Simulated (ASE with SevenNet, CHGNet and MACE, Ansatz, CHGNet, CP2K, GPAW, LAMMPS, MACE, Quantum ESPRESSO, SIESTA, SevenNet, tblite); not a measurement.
# Amorphous 35Lu2O3-65HfO2 (mol %) (63 atoms) in machine-learned potentials

Aim: run amorphous 35Lu2O3-65HfO2 (mol %) (63 atoms) in machine-learned potentials and see how near its forces come to a plane-wave reference, and at what cost.

Main program and level: ASE with SevenNet, CHGNet and MACE; the method is named at each step.

## (1) The starting structure

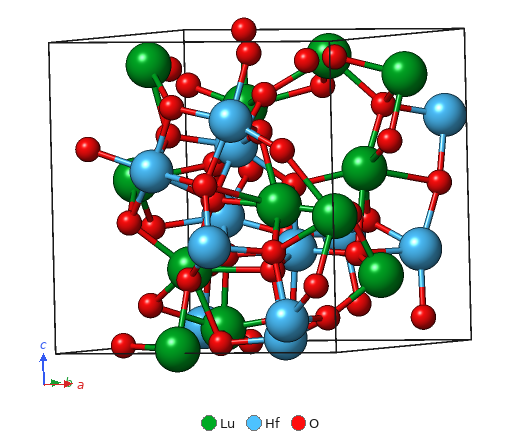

The starting structure, seen slightly off an axis (lutetium green, hafnium blue, oxygen red). Bonds to atoms that aren't drawn are left out. Some periodic images of atoms are drawn too.

The cell holds 63 atoms: 12 Lu, 11 Hf and 40 O. Its edges and angles: a = 9.589 Å, b = 9.589 Å, c = 9.589 Å, α = 90.0°, β = 90.0°, γ = 90.0°. 63 atoms (12 Er, 11 Zr, 40 O) placed at random at 6.84 g/cm³, melted at 5000 K for 10 ps at fixed volume with the Morse and Coulomb pair potential with partial charges (Pedone, Malavasi, Menziani, Cormack and Segre, J. Phys. Chem. B 110, 11780 (2006)). Quenched from 5000 K to 300 K at 10 K/ps and fixed volume, held 10 ps at zero pressure, then minimised at fixed cell. Then Er was replaced by Lu, Zr was replaced by Hf and the cell scaled by 1.003 (the potential has no terms for the new elements, so the cell is a start for a DFT relaxation).

The yardstick, on the same geometry:

| Quantity | Value |
| --- | --- |
| method | Kohn-Sham DFT, PBE, PAW, plane waves (Ansatz 0.2.0); cutoff 420 eV, Γ point, fermi-dirac smearing of 0.05 eV; PAW set soft_2 |
| r.m.s. force component | 0.3687 eV/Å |
| longest force | 1.432 eV/Å |
| pressure | -6.964 GPa |
| gap (highest filled to lowest empty level) | 3.333 eV |
| SCF cycles | 12 |
| time | 27 s on 4 threads of Arm Neoverse V1, shared host |
| CPU time | 1.7 min |

## (2) SevenNet l3i5 potential

Method: machine-learned interatomic potential SevenNet l3i5, trained on PBE(+U) plane-wave data.

run.py

```python
import numpy as np
from ase.io import read
import mlip  # loads the published weights by name

atoms = read("structure.xyz")
atoms.calc = mlip.calc("7net-l3i5")
energy = atoms.get_potential_energy()
forces = atoms.get_forces()
print(f"energy {energy:.6f} eV")
print("forces (eV/A)")
for i, (a, f) in enumerate(zip(atoms, forces)):
    print(f"{i:4d} {a.symbol:2s} {f[0]:10.5f} {f[1]:10.5f} {f[2]:10.5f}")
stress = -atoms.get_stress(voigt=False) * 160.21766
print("stress (GPa, compression positive)")
for row in stress:
    print(" ".join(f"{x:10.4f}" for x in row))
```

structure.xyz

```xyz
63
Lattice="9.58924 0.00000 0.00000 0.00000 9.58924 0.00000 0.00000 0.00000 9.58924" Properties=species:S:1:pos:R:3 pbc="T T T"
Lu 3.10548 3.22007 2.46693
Lu 9.11112 6.25871 8.32346
Lu 1.88390 3.13252 8.76083
Lu 2.89787 7.79145 7.28495
Lu 0.77232 4.35217 5.16745
Lu 9.03124 1.26252 4.15387
Lu 6.22802 3.14709 4.41393
Lu 3.93725 0.48617 0.10069
Lu 7.43751 6.75006 5.39615
Lu 6.03844 7.30355 8.85135
Lu 9.00238 4.50905 2.20620
Lu 2.93594 5.85049 0.52942
Hf 8.93612 9.42239 6.93734
Hf 5.54306 1.26540 7.10275
Hf 5.33354 9.58023 3.26533
Hf 2.30871 7.30345 3.91711
Hf 5.34562 6.08725 2.92942
Hf 7.39848 1.11379 0.94809
Hf 2.66504 1.55221 5.54335
Hf 0.77280 8.96738 0.44926
Hf 8.80494 7.74485 2.87380
Hf 5.94322 3.99967 0.28624
Hf 4.05634 4.70784 6.20548
O 0.75736 8.25653 7.93625
O 5.16841 6.10595 0.87502
O 5.92653 1.86664 9.16319
O 1.33914 4.02988 1.31958
O 9.10527 8.57460 4.89636
O 3.86485 3.72283 0.15563
O 5.54296 4.01789 2.39664
O 4.24976 7.84429 3.34425
O 1.31699 8.27772 2.41649
O 1.76394 1.16404 0.19869
O 3.46862 1.40521 7.51470
O 4.99714 8.97639 7.88168
O 3.89688 3.32334 4.59411
O 8.61162 0.38223 8.98512
O 6.82226 8.19113 3.75572
O 7.80392 3.14565 0.95029
O 2.31072 3.53133 6.56383
O 4.38200 6.10020 7.72135
O 5.55322 3.31049 6.68217
O 4.02940 1.20402 2.21042
O 8.92912 5.48715 6.29793
O 7.39944 1.02499 6.18774
O 2.48572 8.95376 5.30793
O 7.48488 6.01907 2.81530
O 0.46939 6.13146 3.64171
O 1.50302 5.40008 8.54823
O 5.99577 9.13087 1.13978
O 8.88549 0.13137 2.04759
O 4.79184 0.88796 5.12085
O 8.48389 3.45577 4.14150
O 5.58458 5.56790 4.94220
O 3.20300 5.61786 2.80006
O 6.83550 1.41950 3.04104
[... 3 atom lines left out ...]
O 9.09117 7.26673 0.79418
O 1.49103 2.33853 3.93437
O 7.18493 5.33373 8.89910
O 7.62114 7.81705 7.32791
```

Launch:

```
> OMP_NUM_THREADS=1 python run.py > output.txt
```

Log:

```text
energy -578.947510 eV
forces (eV/A)
   0 Lu    0.23702   -0.38210    0.67016
   1 Lu    0.59688   -0.06131   -0.33417
   2 Lu    0.69017    0.03940    0.32967
   3 Lu   -0.14384    0.09159   -0.40797
   4 Lu   -0.60607    1.14798    0.63102
   5 Lu    0.33568    0.03225    0.08417
   6 Lu   -0.65902   -0.37843   -0.37515
   7 Lu   -0.15375   -0.21546    0.48544
   8 Lu    0.42466    0.14790    0.58020
   9 Lu   -0.45922    0.02487    0.12920
  10 Lu   -0.24429   -0.20001   -0.12641
  11 Lu   -0.15093    0.16976    0.05701
  12 Hf    0.11824    0.60339    0.37576
  13 Hf    0.44561    0.08169   -0.69537
  14 Hf   -0.10538    0.27749   -0.01503
  15 Hf    0.54597    0.93708   -0.36613
  16 Hf   -0.04349    0.61598   -0.66008
  17 Hf    0.05807   -0.79657   -0.51601
  18 Hf    0.04965   -0.55275    0.18139
  19 Hf    0.33908    0.49977   -0.17556
  20 Hf    0.06315   -0.00377   -0.57700
  21 Hf    0.64535    0.44093    0.31353
  22 Hf    0.10701   -0.18422    0.13060
  23 O     0.24405   -0.45257    0.00293
[...]
55 O     0.36059    0.43568    0.73096
  56 O    -0.19472   -0.08881   -0.47327
  57 O     0.25803    0.09406   -0.37674
  58 O    -0.40682   -0.01290    0.25963
  59 O    -0.18200   -0.30954   -0.05232
  60 O    -0.24728    0.15566    0.10559
  61 O    -0.43419    0.07149    0.28466
  62 O    -0.22055   -1.12270   -0.24544
stress (GPa, compression positive)
   -8.9531    -1.2128     0.7252
   -1.2128   -10.0814    -2.2267
    0.7252    -2.2267    -9.4686
```

Run time: 17 s. Hardware: 1 thread of Arm Neoverse V1, shared host; peak memory 1.2 GiB.

Banners, paths, timers and routine set-up lines are dropped from the logs unmarked, and long logs keep their key lines alone; longer cuts are marked.

Numbers from this run, and their distance from the reference:

| Property | Result |
| --- | --- |
| r.m.s. force component | 0.3626 eV/Å |
| r.m.s. difference of force components | 82.54 meV/Å |
| longest difference of force vectors | 423.1 meV/Å |
| force difference over r.m.s. force | 22.39 % |
| slope of forces against the reference's | 0.9585 |
| correlation of force components | 0.9747 |
| pressure | -9.501 GPa |
| pressure difference | -2.537 GPa |

Length of the force difference by element (eV/Å):

| element | atoms | mean | most |
| --- | --- | --- | --- |
| Hf | 11 | 0.18 | 0.42 |
| Lu | 12 | 0.13 | 0.22 |
| O | 40 | 0.11 | 0.19 |

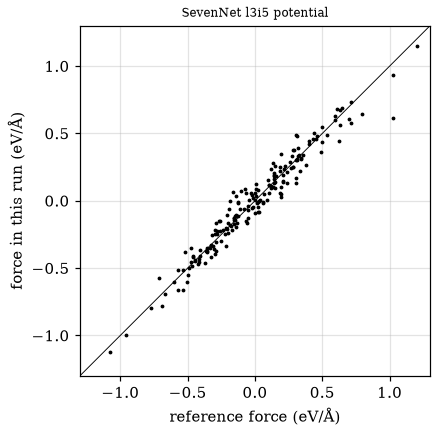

Force components against those of the reference; the line marks equality.

A closer look about Lu5, which bears the longest force: 9 atoms, nearest first, numbered in the order of the input, with positions taken from that point.

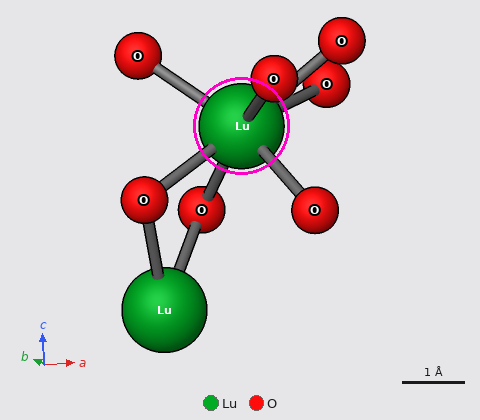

The atoms of the table, within 3.3 Å (arrows a, b, c point along x, y, z); some may hide others; the central atom is ringed.

| atom | x | y | z | distance (Å) | bonds | Fx | Fy | Fz (eV/Å) |
| --- | --- | --- | --- | --- | --- | --- | --- | --- |
| Lu5 | 0.00 | 0.00 | 0.00 | 0.00 | 6 | -0.61 | 1.15 | 0.63 |
| O44 | -1.43 | 1.13 | 1.13 | 2.15 | 3 | 0.16 | -0.15 | -0.35 |
| O40 | 1.54 | -0.82 | 1.40 | 2.23 | 4 | -0.50 | 0.21 | 0.25 |
| O53 | -1.88 | -0.90 | -1.03 | 2.32 | 4 | 0.46 | -0.16 | -0.34 |
| O48 | -0.30 | 1.78 | -1.53 | 2.36 | 4 | -0.21 | -0.78 | 0.10 |
| O61 | 0.72 | -2.01 | -1.23 | 2.47 | 4 | -0.25 | 0.16 | 0.11 |
| O59 | 1.86 | 1.78 | 0.42 | 2.61 | 4 | -0.41 | -0.01 | 0.26 |
| O57 | -0.13 | -3.06 | 1.08 | 3.25 | 3 | -0.19 | -0.09 | -0.47 |
| Lu11 | -1.36 | 0.16 | -2.96 | 3.26 | 5 | -0.24 | -0.20 | -0.13 |

Atoms are counted from 1 here, from 0 in the log.

Forces lie 22 % from the reference's, at 0.098 times its CPU time (on 1 against 4 cores).

## (3) CHGNet 0.3.0 potential

Method: machine-learned interatomic potential CHGNet 0.3.0, trained on PBE(+U) plane-wave data.

run.py, as its differences from that of step 2:

```diff
@@ -5,3 +5,3 @@
 atoms = read("structure.xyz")
-atoms.calc = mlip.calc("7net-l3i5")
+atoms.calc = mlip.calc("chgnet-0.3.0")
 energy = atoms.get_potential_energy()
```

structure.xyz is that of step 2.

Log:

```text
CHGNet v0.3.0 initialized with 412,525 parameters
CHGNet will run on cpu
energy -607.205261 eV
forces (eV/A)
   0 Lu    0.27978   -0.24078    0.69305
   1 Lu    0.53997   -0.01605   -0.09488
   2 Lu    0.72778    0.01761    0.08777
   3 Lu   -0.27885    0.09511   -0.23860
   4 Lu   -0.27898    0.91844    0.53708
   5 Lu    0.26079   -0.09832   -0.01617
   6 Lu   -0.63236   -0.39942   -0.50629
   7 Lu   -0.09364   -0.12118    0.39857
   8 Lu    0.40593    0.16565    0.55022
   9 Lu   -0.37166    0.06813    0.04475
  10 Lu   -0.27854   -0.14231   -0.13258
  11 Lu   -0.11542    0.25384    0.10032
  12 Hf    0.12612    0.53318    0.44609
  13 Hf    0.13887    0.14342   -0.62601
  14 Hf   -0.10494    0.28621   -0.09954
  15 Hf    0.32360    0.75336   -0.61800
  16 Hf   -0.06727    0.69445   -0.51287
  17 Hf    0.07229   -0.91894   -0.40186
  18 Hf    0.06828   -0.39585    0.41270
  19 Hf    0.03860    0.20552   -0.29358
  20 Hf    0.30243   -0.08656   -0.57512
  21 Hf    0.65342    0.24030    0.53093
  22 Hf   -0.07696   -0.25102    0.13761
  23 O     0.35748   -0.54019   -0.01454
[...]
55 O     0.35144    0.48425    0.82510
  56 O    -0.22010   -0.09601   -0.44354
  57 O     0.34007    0.05412   -0.42229
  58 O    -0.37130   -0.03658    0.37093
  59 O    -0.05286   -0.18977   -0.02732
  60 O    -0.27370    0.10998    0.02355
  61 O    -0.45992    0.07707    0.20252
  62 O    -0.24061   -1.15829   -0.28561
stress (GPa, compression positive)
   -9.6940    -1.0021     0.7343
   -1.0021   -10.7223    -1.9141
    0.7343    -1.9141   -10.1222
```

Run time: 4.9 s. Hardware: 1 thread; peak memory 1 GiB.

Against the reference:

| Quantity | Value |
| --- | --- |
| r.m.s. force component | 0.352 eV/Å |
| r.m.s. difference of force components | 129.6 meV/Å |
| longest difference of force vectors | 504.9 meV/Å |
| force difference over r.m.s. force | 35.16 % |
| slope of forces against the reference's | 0.8941 |
| correlation of force components | 0.9363 |
| pressure | -10.18 GPa |
| pressure difference | -3.215 GPa |

Against the first run (22 %), the force difference from the reference is 35 %, at 0.36 times the CPU time.

## (4) MACE MPA-0 medium potential

Method: machine-learned interatomic potential MACE MPA-0 medium, trained on PBE(+U) plane-wave data.

run.py, as its differences from that of step 3:

```diff
@@ -5,3 +5,3 @@
 atoms = read("structure.xyz")
-atoms.calc = mlip.calc("chgnet-0.3.0")
+atoms.calc = mlip.calc("mace-mpa-0-medium")
 energy = atoms.get_potential_energy()
```

structure.xyz is that of step 3.

Log:

```text
energy -578.561284 eV
forces (eV/A)
   0 Lu    0.34558   -0.39824    0.66647
   1 Lu    0.63272   -0.02907   -0.49444
   2 Lu    0.59988   -0.08323    0.39023
   3 Lu   -0.23315    0.01986   -0.25754
   4 Lu   -0.51239    1.06428    0.75236
   5 Lu    0.14410    0.04226   -0.01087
   6 Lu   -0.52944   -0.50198   -0.50988
   7 Lu   -0.24543   -0.28934    0.56373
   8 Lu    0.36350    0.09438    0.53127
   9 Lu   -0.45523    0.05192   -0.03912
  10 Lu   -0.37475   -0.20217    0.02792
  11 Lu   -0.06564    0.32646    0.11635
  12 Hf    0.09069    0.37708    0.53030
  13 Hf    0.35595    0.07648   -0.63956
  14 Hf   -0.15294    0.28005    0.08575
  15 Hf    0.51440    0.93780   -0.53596
  16 Hf    0.13679    0.77982   -0.57018
  17 Hf   -0.02834   -0.72752   -0.42589
  18 Hf    0.13194   -0.48754    0.22041
  19 Hf    0.41121    0.54901   -0.35389
  20 Hf    0.05508   -0.07520   -0.42009
  21 Hf    0.44039    0.16618    0.29639
  22 Hf    0.03123   -0.19463   -0.01623
  23 O     0.29574   -0.41646    0.02245
[...]
55 O     0.40302    0.50341    0.72535
  56 O    -0.10646   -0.08477   -0.40489
  57 O     0.19195    0.10913   -0.46366
  58 O    -0.30796   -0.03451    0.32276
  59 O    -0.17391   -0.36789   -0.00807
  60 O    -0.16340    0.14368    0.03869
  61 O    -0.34117    0.09019    0.25270
  62 O    -0.30194   -1.12557   -0.24578
stress (GPa, compression positive)
   -9.0944    -1.3277     0.6465
   -1.3277   -10.2335    -2.2682
    0.6465    -2.2682    -9.4774
```

Run time: 8 s. Hardware: 1 thread; peak memory 0.96 GiB.

Numbers from this run, and their distance from the reference:

* r.m.s. force component: 0.3558 eV/Å
* r.m.s. difference of force components: 105.7 meV/Å
* longest difference of force vectors: 425.2 meV/Å
* force difference over r.m.s. force: 28.68 %
* slope of forces against the reference's: 0.9244
* correlation of force components: 0.958
* pressure: -9.602 GPa
* pressure difference: -2.638 GPa

Against the first run (22 %), the force difference from the reference is 29 %, at 0.74 times the CPU time.

## (5) Side by side

Differences are against the plane-wave reference, forces as r.m.s. over components; share is that over the reference's r.m.s. force, slope the least-squares factor from reference forces to these. Total energies of different programs have different zeros and aren't compared.

| run | Δ force, r.m.s. (meV/Å) | share (%) | slope | Δ pressure (GPa) | cores | CPU time | memory (GiB) |
| --- | --- | --- | --- | --- | --- | --- | --- |
| reference | - | - | - | - | 4 | 1.7 min | 1.6 |
| SevenNet l3i5 potential | 82.5 | 22.4 | 0.959 | -2.54 | 1 | 10 s | 1.2 |
| CHGNet 0.3.0 potential | 130 | 35.2 | 0.894 | -3.22 | 1 | 3.7 s | 1 |
| MACE MPA-0 medium potential | 106 | 28.7 | 0.924 | -2.64 | 1 | 7.4 s | 0.96 |

Times of the machine-learned potentials are mostly Python's start and the loading of weights.

CPU time is summed over cores on a shared host, where runs went side by side, so it is rough. Symmetry, cutoffs, thresholds, outputs and thread counts weren't matched or tuned between programs; memory under MPI is the largest rank's times the ranks.

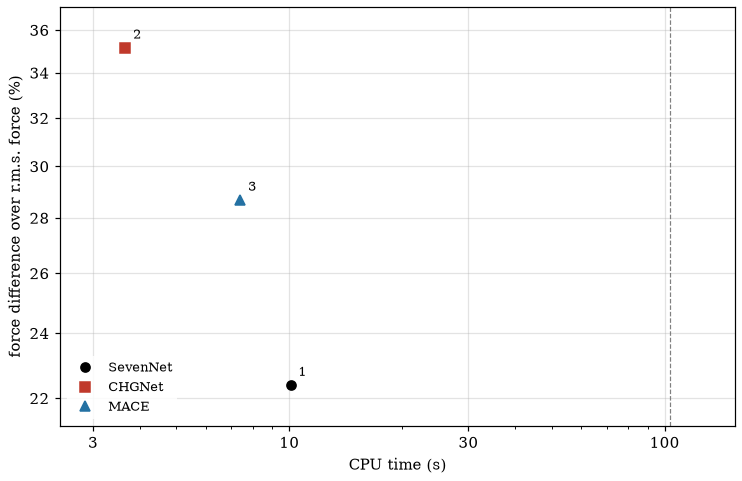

Force difference against CPU time; the dashed line marks the reference's time. Points: 1 SevenNet l3i5 potential; 2 CHGNet 0.3.0 potential; 3 MACE MPA-0 medium potential.

## (6) Summary of results

| Quantity | Value |
| --- | --- |
| nearest in forces | SevenNet l3i5 potential, 22 % |
| its CPU time | 10 s |

In words: Machine-learned potentials differ by 22 % (SevenNet l3i5 potential) to 35 % (CHGNet 0.3.0 potential); they were trained on other programs' data. Machine-learned potentials mimic data converged in k, so the reference's own k-point error enters their differences. The quench rate of 10 K/ps is many orders above laboratory rates, so the cell is likely richer in defects and strain than a real sample. The network of bonds at the start is that of the classical potential that made the cell, and needn't be the one that DFT or experiment would give. The reference's pressure of -7.0 GPa belongs to a cell and atoms that aren't relaxed at this level. The electronic-structure runs sample only Γ, in a cell whose shortest periodic width is 10 Å. Spin–orbit coupling is left out, which matters for the levels of the heavy elements.

[Also dropped from logs without a mark: logging warnings of Python, and SIESTA's first energy breakdown and zero terms.]

[Logs are printed without paths, hosts, clocks, repeated set-up lines and the standing remarks that a program may print on its own settings, such as how far it seeks lower states.]

[Hosts, paths, dates, database ids (printed as entryN), source tags and the programs' standing remarks are cut or masked in the printed files.]
